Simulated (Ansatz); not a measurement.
Nudged elastic band, with input and output: CH₉AsSi

- system: CH₉AsSi
- method: RKS PBE0-D4/def2-SVP (Ansatz 0.2.0)

Figures and captions count atoms from 1; the log counts them from 0 in places.

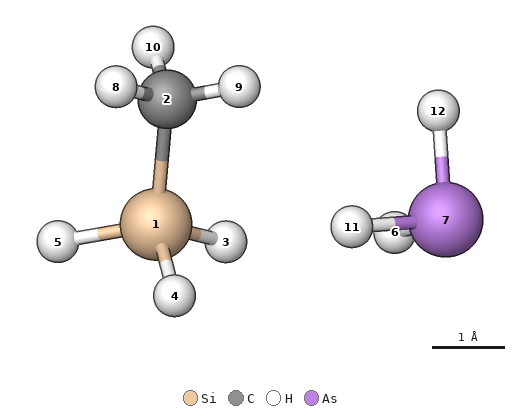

Fig. 1: The starting structure (ball-and-stick view, seen at a tilt; atoms are numbered from 1 in the order of the input). Bond lengths as drawn: As–H 1.52 Å, C–H 1.09 Å, C–Si 1.87 Å and H–Si 1.49 Å.

Input file:
```yaml
crystal:
  periodic: [false, false, false]
  atoms:
    - {symbol: Si, position_ang: [-1.457098, 0.566395, 0.133196]}
    - {symbol: C, position_ang: [0.168041, 1.489886, 0.183893]}
    - {symbol: H, position_ang: [-1.666290, -0.064512, -1.198605]}
    - {symbol: H, position_ang: [-1.491068, -0.506567, 1.163896]}
    - {symbol: H, position_ang: [-2.594633, 1.491490, 0.390063]}
    - {symbol: H, position_ang: [0.369420, -1.961699, -1.098465]}
    - {symbol: As, position_ang: [1.518596, -2.623727, -0.352593]}
    - {symbol: H, position_ang: [0.322107, 1.949102, 1.162869]}
    - {symbol: H, position_ang: [1.002266, 0.812503, -0.010531]}
    - {symbol: H, position_ang: [0.187213, 2.280821, -0.569126]}
    - {symbol: H, position_ang: [1.155495, -1.916358, 0.944730]}
    - {symbol: H, position_ang: [2.486149, -1.517332, -0.749227]}
basis:
  gaussian: {orbitals: def2-SVP}
hamiltonian: {xc: pbe0, dispersion: d4}
neb:
  images: 5
  climbing: true
  max_iterations: 40
  initial_path: idpp
  final_atoms:
    - {symbol: Si, position_ang: [-1.737095, -1.154676, -0.316979]}
    - {symbol: C, position_ang: [1.256838, 1.893025, 0.415993]}
    - {symbol: H, position_ang: [-2.434199, -1.292187, -1.622404]}
    - {symbol: H, position_ang: [-2.595436, -1.736232, 0.747896]}
    - {symbol: H, position_ang: [-1.517585, 0.286068, -0.032033]}
    - {symbol: H, position_ang: [1.564695, 0.857405, 0.273960]}
    - {symbol: As, position_ang: [0.262067, -2.414974, -0.416881]}
    - {symbol: H, position_ang: [0.600217, 1.959895, 1.283118]}
    - {symbol: H, position_ang: [2.136174, 2.516633, 0.575790]}
    - {symbol: H, position_ang: [0.722564, 2.236522, -0.469479]}
    - {symbol: H, position_ang: [0.798603, -1.776503, 0.857157]}
    - {symbol: H, position_ang: [0.943355, -1.374975, -1.296039]}
```

Machine: 4 threads of Intel Xeon @ 2.50GHz, 180 GiB of memory available, shared host.

Run as:
```bash
ansatz run in.yaml --threads 4 --pin off --events-out ev --progress --plain --max-ram 9574MiB
```

Output:
```
Functional definition: PBE0
  name "PBE0"
  cite "Adamo & Barone, J. Chem. Phys. 110, 6158 (1999) doi:10.1063/1.478522"
  cite "Perdew, Burke & Ernzerhof, Phys. Rev. Lett. 77, 3865 (1996) doi:10.1103/PhysRevLett.77.3865"
  parent pbe
  parameter a = 0.25
  parameter kappa = 0.804
  parameter beta = 0.06672455060314922
  exchange = (1 - a)*pbe_x(kappa = kappa, mu = beta*pi^2/3) + a*exact_x
  correlation = pbe_c(beta = beta)
1172 factors; integrals over basis functions are off by at most 3.1e-4 eV
mean field evaluation 1: about -69875.4366 eV, gradient 3.9e1 eV
mean field evaluation 2: about -69874.3689 eV, gradient 4.2e1 eV
mean field evaluation 4: about -69879.1530 eV, gradient 3.4e-1 eV
mean field evaluation 8: about -69879.1593 eV, gradient 3.0e-2 eV
mean field -69879.15929695 eV, -2568.0117383674 hartree, gradient 3.8e-5 eV, S^2 0.000000; 0 other end points of the search recorded, 0 dependent functions left out
the calculation of the forces begins
reference -69879.15932598 eV, -2568.0117394342 hartree; 31, 31 occupied and 78, 78 virtual orbitals, 1172 factors
1166 factors; integrals over basis functions are off by at most 1.3e-3 eV
mean field evaluation 16: about -69875.7173 eV, gradient 3.8e1 eV
mean field -69879.53923918 eV, -2568.0257009868 hartree, gradient 2.6e-5 eV, S^2 0.000000; 0 other end points of the search recorded, 0 dependent functions left out
[... from here on the field's lines of each further geometry are left out, up to the last ...]
WARN: NEB end point (image 0): max|allowed force component| = 2.614e-1 eV/Å (the criterion of neb.relax_end_points is 1.000e-2). That is over neb.f_tol: it is no minimum, so the barrier can be far off. Relax it first
WARN: NEB end point (image 6): max|allowed force component| = 2.560e-1 eV/Å (the criterion of neb.relax_end_points is 1.000e-2). That is over neb.f_tol: it is no minimum, so the barrier can be far off. Relax it first
NEB iter   1: max|band force component| = 3.333e0 eV/Å  barrier→ = 7.4975 eV  barrier← = 7.8711 eV  Δτ_max = 0.2000 Å  (176 SCF iters)
NEB iter   2: max|band force component| = 2.638e0 eV/Å  barrier→ = 6.5184 eV  barrier← = 6.8921 eV  Δτ_max = 0.2000 Å  (141 SCF iters)
NEB iter   3: max|band force component| = 5.231e0 eV/Å  barrier→ = 5.2034 eV  barrier← = 5.5770 eV  Δτ_max = 0.1001 Å  (139 SCF iters)
NEB iter   4: max|band force component| = 2.514e0 eV/Å  barrier→ = 4.4127 eV  barrier← = 4.7864 eV  Δτ_max = 0.2000 Å  (129 SCF iters)
NEB iter   5: max|band force component| = 2.055e0 eV/Å  barrier→ = 3.7077 eV  barrier← = 4.0814 eV  Δτ_max = 0.2000 Å  (128 SCF iters)
NEB iter   6: max|band force component| = 7.363e-1 eV/Å  barrier→ = 3.7653 eV  barrier← = 4.1390 eV  Δτ_max = 0.1974 Å  (131 SCF iters)
NEB iter   7: max|band force component| = 1.583e0 eV/Å  barrier→ = 3.4115 eV  barrier← = 3.7851 eV  Δτ_max = 0.1001 Å  (123 SCF iters)
NEB iter   8: max|band force component| = 6.995e-1 eV/Å  barrier→ = 3.1712 eV  barrier← = 3.5448 eV  Δτ_max = 0.2000 Å  (120 SCF iters)
NEB iter   9: max|band force component| = 5.047e-1 eV/Å  barrier→ = 2.7040 eV  barrier← = 3.0777 eV  Δτ_max = 0.2000 Å  (121 SCF iters)
NEB iter  10: max|band force component| = 1.094e0 eV/Å  barrier→ = 2.3644 eV  barrier← = 2.7380 eV  Δτ_max = 0.1004 Å  (122 SCF iters)
NEB iter  11: max|band force component| = 6.546e-1 eV/Å  barrier→ = 2.0985 eV  barrier← = 2.4722 eV  Δτ_max = 0.1006 Å  (117 SCF iters)
NEB iter  12: max|band force component| = 5.674e-1 eV/Å  barrier→ = 1.8398 eV  barrier← = 2.2135 eV  Δτ_max = 0.2000 Å  (117 SCF iters)
NEB iter  13: max|band force component| = 5.539e-1 eV/Å  barrier→ = 1.4551 eV  barrier← = 1.8287 eV  Δτ_max = 0.2000 Å  (115 SCF iters)
NEB iter  14: max|band force component| = 8.965e-1 eV/Å  barrier→ = 1.2491 eV  barrier← = 1.6228 eV  CI = image 3  Δτ_max = 0.2000 Å  (114 SCF iters)
NEB iter  15: max|band force component| = 1.049e0 eV/Å  barrier→ = 1.4485 eV  barrier← = 1.8221 eV  CI = image 3  Δτ_max = 0.1970 Å  (119 SCF iters)
NEB iter  16: max|band force component| = 1.577e0 eV/Å  barrier→ = 1.9954 eV  barrier← = 2.3690 eV  CI = image 3  Δτ_max = 0.2000 Å  (117 SCF iters)
NEB iter  17: max|band force component| = 1.546e0 eV/Å  barrier→ = 2.3495 eV  barrier← = 2.7231 eV  CI = image 3  Δτ_max = 0.1973 Å  (118 SCF iters)
NEB iter  18: max|band force component| = 1.341e0 eV/Å  barrier→ = 2.9662 eV  barrier← = 3.3399 eV  CI = image 3  Δτ_max = 0.2000 Å  (120 SCF iters)
NEB iter  19: max|band force component| = 2.719e0 eV/Å  barrier→ = 3.1359 eV  barrier← = 3.5096 eV  CI = image 3  Δτ_max = 0.1009 Å  (123 SCF iters)
NEB iter  20: max|band force component| = 1.120e0 eV/Å  barrier→ = 3.0110 eV  barrier← = 3.3847 eV  CI = image 3  Δτ_max = 0.1718 Å  (120 SCF iters)
NEB iter  21: max|band force component| = 8.036e-1 eV/Å  barrier→ = 3.0566 eV  barrier← = 3.4302 eV  CI = image 3  Δτ_max = 0.2000 Å  (117 SCF iters)
NEB iter  22: max|band force component| = 6.921e-1 eV/Å  barrier→ = 3.0005 eV  barrier← = 3.3742 eV  CI = image 3  Δτ_max = 0.1942 Å  (118 SCF iters)
NEB iter  23: max|band force component| = 5.848e-1 eV/Å  barrier→ = 2.9087 eV  barrier← = 3.2823 eV  CI = image 3  Δτ_max = 0.0849 Å  (122 SCF iters)
NEB iter  24: max|band force component| = 4.323e-1 eV/Å  barrier→ = 2.9057 eV  barrier← = 3.2793 eV  CI = image 3  Δτ_max = 0.0722 Å  (118 SCF iters)
NEB iter  25: max|band force component| = 4.013e-1 eV/Å  barrier→ = 2.8944 eV  barrier← = 3.2680 eV  CI = image 3  Δτ_max = 0.0989 Å  (119 SCF iters)
NEB iter  26: max|band force component| = 1.364e-1 eV/Å  barrier→ = 2.8609 eV  barrier← = 3.2345 eV  CI = image 3  Δτ_max = 0.0886 Å  (114 SCF iters)
NEB iter  27: max|band force component| = 1.104e-1 eV/Å  barrier→ = 2.8401 eV  barrier← = 3.2138 eV  CI = image 3  Δτ_max = 0.0448 Å  (113 SCF iters)
NEB iter  28: max|band force component| = 1.033e-1 eV/Å  barrier→ = 2.8312 eV  barrier← = 3.2049 eV  CI = image 3  Δτ_max = 0.0224 Å  (115 SCF iters)
NEB iter  29: max|band force component| = 7.640e-2 eV/Å  barrier→ = 2.8270 eV  barrier← = 3.2006 eV  CI = image 3  Δτ_max = 0.0224 Å  (115 SCF iters)
NEB iter  30: max|band force component| = 6.825e-2 eV/Å  barrier→ = 2.8231 eV  barrier← = 3.1967 eV  CI = image 3  Δτ_max = 0.0224 Å  (114 SCF iters)
NEB iter  31: max|band force component| = 8.142e-2 eV/Å  barrier→ = 2.8193 eV  barrier← = 3.1929 eV  CI = image 3  Δτ_max = 0.0112 Å  (115 SCF iters)
NEB iter  32: max|band force component| = 6.942e-2 eV/Å  barrier→ = 2.8174 eV  barrier← = 3.1910 eV  CI = image 3  Δτ_max = 0.0224 Å  (105 SCF iters)
NEB iter  33: max|band force component| = 6.454e-2 eV/Å  barrier→ = 2.8140 eV  barrier← = 3.1876 eV  CI = image 3  Δτ_max = 0.0450 Å  (115 SCF iters)
NEB iter  34: max|band force component| = 5.517e-2 eV/Å  barrier→ = 2.8083 eV  barrier← = 3.1819 eV  CI = image 3  Δτ_max = 0.0449 Å  (117 SCF iters)
NEB iter  35: max|band force component| = 5.198e-2 eV/Å  barrier→ = 2.8042 eV  barrier← = 3.1779 eV  CI = image 3  Δτ_max = 0.0449 Å  (115 SCF iters)
NEB iter  36: max|band force component| = 8.276e-2 eV/Å  barrier→ = 2.8021 eV  barrier← = 3.1758 eV  CI = image 3  Δτ_max = 0.0225 Å  (117 SCF iters)
NEB iter  37: max|band force component| = 6.704e-2 eV/Å  barrier→ = 2.8018 eV  barrier← = 3.1754 eV  CI = image 3  Δτ_max = 0.0224 Å  (119 SCF iters)
NEB iter  38: max|band force component| = 1.552e-1 eV/Å  barrier→ = 2.8016 eV  barrier← = 3.1752 eV  CI = image 3  Δτ_max = 0.0112 Å  (120 SCF iters)
the calculation of the forces begins
reference -69877.88903236 eV, -2567.9650570048 hartree; 31, 31 occupied and 78, 78 virtual orbitals, 1172 factors
these checks for a lower state are left out or cut short: stability, starts, cluster_reference, orbital_swaps, neighbouring_geometries, increment
1172 factors; integrals over basis functions are off by at most 1.3e-3 eV
mean field -69876.36731914 eV, -2567.9091350754 hartree, gradient 1.1e-6 eV, S^2 0.000000; 0 other end points of the search recorded, 0 dependent functions left out
the calculation of the forces begins
reference -69876.36734667 eV, -2567.9091360872 hartree; 31, 31 occupied and 78, 78 virtual orbitals, 1172 factors
NEB iter  39: max|band force component| = 4.082e-2 eV/Å  barrier→ = 2.8014 eV  barrier← = 3.1751 eV  CI = image 3  CI's point: of a kind that is not told: the force calls were inconclusive, a negative curvature could not be distinguished from the path's own, the only one lies far off the path, or fixed occupations may fill a level only in part  Δτ_max = 0.0000 Å  (934 SCF iters)
```

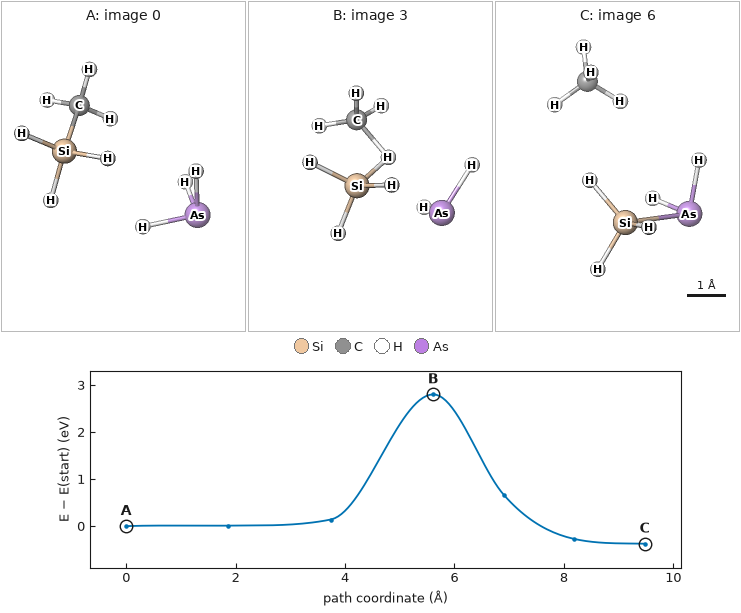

Fig. 2: Images of the last band (counted from 0; ball-and-stick, seen at a tilt) above the energy along the path; the line is a cubic interpolation that uses the forces. The highest image is number 3, 2.801 eV above the start and 3.175 eV above the end (the climbing image); the end lies 0.374 eV below the start. The path is 9.48 Å long. The band converged in 39 iterations. The end points carry forces over 0.1 eV/Å, so they aren't fully relaxed minima and the barriers are approximate.

```
Total energy: -69876.52910801 eV, -2567.9150807067 hartree
Atom 0 at    -1.207336    -0.328029     0.123012 Å, force    -0.012473    -0.004982    -0.000878 eV/Å
Atom 1 at     0.202515     1.312511    -0.082823 Å, force     0.000858    -0.000434     0.008650 eV/Å
Atom 2 at    -1.562494    -1.109402    -1.095545 Å, force     0.000211     0.002239    -0.000581 eV/Å
Atom 3 at    -1.363491    -0.894734     1.491321 Å, force     0.000449     0.000400    -0.000075 eV/Å
Atom 4 at    -2.229073     0.798873     0.102204 Å, force     0.003825    -0.002537     0.002014 eV/Å
Atom 5 at     0.446541     0.011914    -0.022727 Å, force     0.004008     0.002102     0.007326 eV/Å
Atom 6 at     1.019792    -1.981946     0.050810 Å, force     0.000593    -0.001443     0.000673 eV/Å
Atom 7 at    -0.137406     1.849796     0.812739 Å, force    -0.000562    -0.005269    -0.001846 eV/Å
Atom 8 at     1.303082     1.373776    -0.139896 Å, force     0.001347     0.000339    -0.011506 eV/Å
Atom 9 at    -0.229689     1.725120    -1.003723 Å, force     0.000595     0.009208    -0.005756 eV/Å
Atom 10 at     2.025217    -1.283170     0.969770 Å, force    -0.001254    -0.001005     0.001738 eV/Å
Atom 11 at     1.732540    -1.474708    -1.205042 Å, force     0.002403     0.001382     0.000241 eV/Å
Dipole moment:    -0.093817     0.659807    -0.029581 e Å
```

The last band as extended XYZ (Å, eV, eV/Å):
```
12
Properties=species:S:1:pos:R:3:forces:R:3 image=0 energy=-69879.33051
Si   -1.4571    0.5664    0.1332   -0.0095  -0.0097  -0.0010
C     0.1680    1.4899    0.1839   -0.1159  -0.0662  -0.0049
H    -1.6663   -0.0645   -1.1986   -0.0251  -0.0635  -0.1323
H    -1.4911   -0.5066    1.1639   -0.0066  -0.1088   0.1027
H    -2.5946    1.4915    0.3901   -0.1132   0.0883   0.0253
H     0.3694   -1.9617   -1.0985   -0.0454   0.0182  -0.0301
As    1.5186   -2.6237   -0.3526    0.0160  -0.0684  -0.0030
H     0.3221    1.9491    1.1629    0.0429   0.1230   0.2614
H     1.0023    0.8125   -0.0105    0.2250  -0.1806  -0.0513
H     0.1872    2.2808   -0.5691    0.0074   0.2116  -0.2014
H     1.1555   -1.9164    0.9447   -0.0140   0.0190   0.0499
H     2.4861   -1.5173   -0.7492    0.0384   0.0371  -0.0153
12
Properties=species:S:1:pos:R:3:forces:R:3 image=1 energy=-69879.32021
Si   -1.5796    0.4931    0.0891    0.0005   0.0003  -0.0005
C    -0.0547    1.5875    0.1814   -0.0015   0.0032  -0.0012
H    -1.6342   -0.2366   -1.2163   -0.0023   0.0044   0.0005
H    -1.5729   -0.5226    1.1881    0.0009   0.0004  -0.0003
H    -2.8251    1.3118    0.2166   -0.0020   0.0026   0.0034
H     0.5029   -1.6890   -0.5026   -0.0043  -0.0133  -0.0049
As    1.6213   -2.5619    0.0534    0.0048  -0.0034   0.0010
H    -0.0156    2.1193    1.1443    0.0015   0.0006  -0.0003
H     0.8641    0.9900    0.0816   -0.0009  -0.0011  -0.0005
H    -0.0645    2.3382   -0.6234    0.0010   0.0005   0.0002
H     2.3501   -1.3560    0.6376   -0.0045   0.0042   0.0024
H     2.4082   -2.4739   -1.2498    0.0067   0.0015   0.0000
12
Properties=species:S:1:pos:R:3:forces:R:3 image=2 energy=-69879.19038
Si   -1.4538    0.1988    0.0969   -0.0568   0.0956  -0.0051
C    -0.0567    1.4614   -0.0243   -0.0610   0.0287   0.0008
H    -1.4665   -0.7632   -1.0520    0.0270   0.0505   0.0182
H    -1.4102   -0.5974    1.3644   -0.0069   0.0662  -0.0196
H    -2.7390    0.9571    0.0804   -0.1091   0.0186  -0.0135
H     0.6520   -1.0099    0.4381    0.0429  -0.1908   0.0669
As    1.4145   -2.2359   -0.0291    0.0977  -0.0487   0.0067
H    -0.1057    2.1305    0.8482   -0.0054   0.0654  -0.0094
H     0.9563    1.0361   -0.0661   -0.0771  -0.0562   0.0013
H    -0.2043    2.0677   -0.9306   -0.0073   0.0604  -0.0031
H     2.6735   -1.6867    0.6301    0.1186  -0.0710  -0.0315
H     1.7402   -1.5584   -1.3559    0.0374  -0.0188  -0.0117
12
Properties=species:S:1:pos:R:3:forces:R:3 image=3 energy=-69876.52908
Si   -1.2073   -0.3280    0.1230   -0.0125  -0.0050  -0.0009
C     0.2025    1.3125   -0.0828    0.0009  -0.0004   0.0086
H    -1.5625   -1.1094   -1.0955    0.0002   0.0022  -0.0006
H    -1.3635   -0.8947    1.4913    0.0004   0.0004  -0.0001
H    -2.2291    0.7989    0.1022    0.0038  -0.0025   0.0020
H     0.4465    0.0119   -0.0227    0.0040   0.0021   0.0073
As    1.0198   -1.9819    0.0508    0.0006  -0.0014   0.0007
H    -0.1374    1.8498    0.8127   -0.0006  -0.0053  -0.0018
H     1.3031    1.3738   -0.1399    0.0013   0.0003  -0.0115
H    -0.2297    1.7251   -1.0037    0.0006   0.0092  -0.0058
H     2.0252   -1.2832    0.9698   -0.0013  -0.0010   0.0017
H     1.7325   -1.4747   -1.2050    0.0024   0.0014   0.0002
12
Properties=species:S:1:pos:R:3:forces:R:3 image=4 energy=-69878.66431
Si   -1.2658   -0.7995    0.0702   -0.0549  -0.4676   0.0518
C     0.4904    1.5373   -0.0714    0.3247   0.2065  -0.0233
H    -1.8312   -1.4525   -1.1385   -0.3317  -0.3893   0.0530
H    -1.7443   -1.2286    1.4115   -0.3197  -0.3435   0.0058
H    -1.8122    0.6030   -0.0395    0.4462  -0.2285  -0.0108
H     0.5374    0.4434   -0.0149    0.0792   0.4988  -0.0100
As    0.8581   -2.0308    0.0921   -0.1483  -0.0722  -0.0383
H    -0.0496    1.9245    0.8025    0.1268   0.0773  -0.0076
H     1.5358    1.8461   -0.0778    0.2266   0.5021  -0.0325
H    -0.0342    1.8233   -0.9928    0.1403   0.0981   0.0106
H     1.7334   -1.2415    1.0683   -0.2784   0.0679  -0.0063
H     1.5824   -1.4246   -1.1096   -0.2108   0.0505   0.0074
12
Properties=species:S:1:pos:R:3:forces:R:3 image=5 energy=-69879.60288
Si   -1.3773   -1.1705    0.0862   -0.0191  -0.0795  -0.0103
C     0.7029    1.8116   -0.0996    0.0494   0.0765   0.0023
H    -2.1126   -1.8151   -1.0412   -0.0645  -0.0739   0.0218
H    -2.0171   -1.5193    1.3890   -0.0514  -0.0720  -0.0014
H    -1.4807    0.3062   -0.0921    0.0688  -0.0654  -0.0024
H     0.8614    0.7283   -0.0737    0.0570   0.0685  -0.0162
As    0.7730   -2.1957    0.1164   -0.0145  -0.0303   0.0071
H     0.1266    2.1115    0.7858    0.0404   0.0340   0.0090
H     1.6770    2.3146   -0.1051    0.0267   0.1071   0.0001
H     0.1369    2.0733   -1.0035    0.0375   0.0240  -0.0116
H     1.3874   -1.2218    1.1156   -0.0634   0.0021   0.0016
H     1.3227   -1.4231   -1.0778   -0.0668   0.0090   0.0000
12
Properties=species:S:1:pos:R:3:forces:R:3 image=6 energy=-69879.70415
Si   -1.3927   -1.5615   -0.2712    0.0659  -0.0225   0.0050
C     0.7483    2.1699    0.2602    0.0025  -0.0009   0.0007
H    -1.9365   -1.9902   -1.5863   -0.0544  -0.0423  -0.1303
H    -2.1722   -2.2224    0.8078   -0.0786  -0.0654   0.1070
H    -1.5355   -0.0890   -0.1424   -0.0122   0.1549   0.0137
H     1.2977    1.2289    0.2538    0.1471  -0.2540  -0.0018
As    0.8457   -2.3117   -0.1234    0.0514  -0.0788  -0.0035
H     0.0294    2.1639    1.0792   -0.1947  -0.0020   0.2210
H     1.4442    2.9981    0.3924    0.1869   0.2206   0.0354
H     0.2186    2.2864   -0.6850   -0.1440   0.0313  -0.2560
H     1.1201   -1.4405    1.0949    0.0106   0.0258   0.0448
H     1.3330   -1.2317   -1.0799    0.0194   0.0332  -0.0361
```

Key numbers:

| quantity | value |
| --- | --- |
| outcome | converged |
| barrier, forward | 2.801 eV |
| barrier, backward | 3.175 eV |
| dipole moment (one image of the band) | 3.20 D |
| wall time | 12 min (CPU time 38 min) |
| peak memory | 0.51 GiB |
